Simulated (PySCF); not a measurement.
C₄H₉B₂F₃O (SMILES [BH3-][O+](CF)C/C=C/B(F)F)

```yaml
atoms:
  - { symbol: B, position_ang: [-2.0160, 0.9079, 1.3492] }
  - { symbol: O, position_ang: [-0.8590, 0.0223, 0.4994] }
  - { symbol: C, position_ang: [-1.3390, -1.2629, 0.2971] }
  - { symbol: F, position_ang: [-0.3709, -2.0525, -0.2498] }
  - { symbol: C, position_ang: [-0.4493, 0.6808, -0.7023] }
  - { symbol: C, position_ang: [0.9738, 0.3964, -1.0672] }
  - { symbol: C, position_ang: [1.8965, -0.0890, -0.2350] }
  - { symbol: B, position_ang: [3.3594, -0.3543, -0.6610] }
  - { symbol: F, position_ang: [4.2748, -0.8271, 0.1595] }
  - { symbol: F, position_ang: [3.7978, -0.1176, -1.8842] }
  - { symbol: H, position_ang: [-2.9610, 0.9572, 0.6301] }
  - { symbol: H, position_ang: [-2.1914, 0.2762, 2.3322] }
  - { symbol: H, position_ang: [-1.4803, 1.9449, 1.5311] }
  - { symbol: H, position_ang: [-1.6032, -1.6820, 1.2725] }
  - { symbol: H, position_ang: [-2.1974, -1.2880, -0.3939] }
  - { symbol: H, position_ang: [-0.5612, 1.7530, -0.5098] }
  - { symbol: H, position_ang: [-1.1224, 0.4158, -1.5283] }
  - { symbol: H, position_ang: [1.2336, 0.6447, -2.0874] }
  - { symbol: H, position_ang: [1.6053, -0.3165, 0.7822] }
```

Geometry: GFN2-xTB.

These are results of PySCF 2.14.0, PBE0/pcSseg-1, SCF density, gas phase, non-relativistic, not measurements.

Predict the electron density and electron localisation function between the atoms.

B–F (1.32 Å): ρ at the midpoint is about 2.3 e/Å³; the ELF peaks at about 0.85 between the atoms (a polar covalent bond).
C–C (1.33 Å): the density is about 2.3 e/Å³ at the midpoint; the ELF peaks at about 0.90 between the atoms; a short, multiple covalent bond.
C–B (1.55 Å): ρ at the midpoint is about 1.5 e/Å³; the ELF peaks at about 1 between the atoms: a shared electron pair.

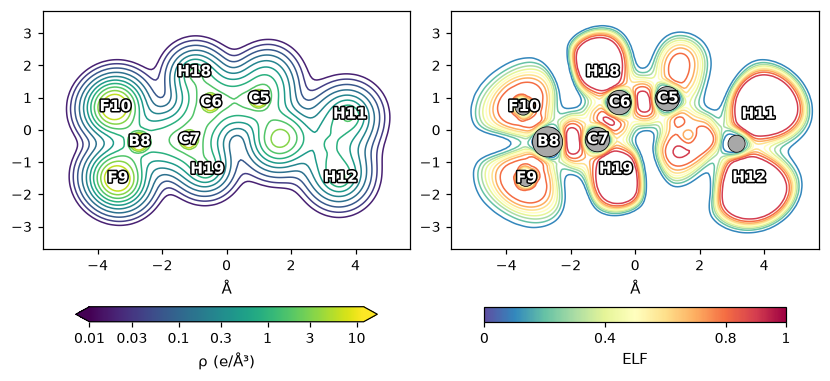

Computed electron density and electron localisation function on the plane of atoms C7, B8 and F10, in this order. Grey discs cover the atomic cores in the ELF map. 
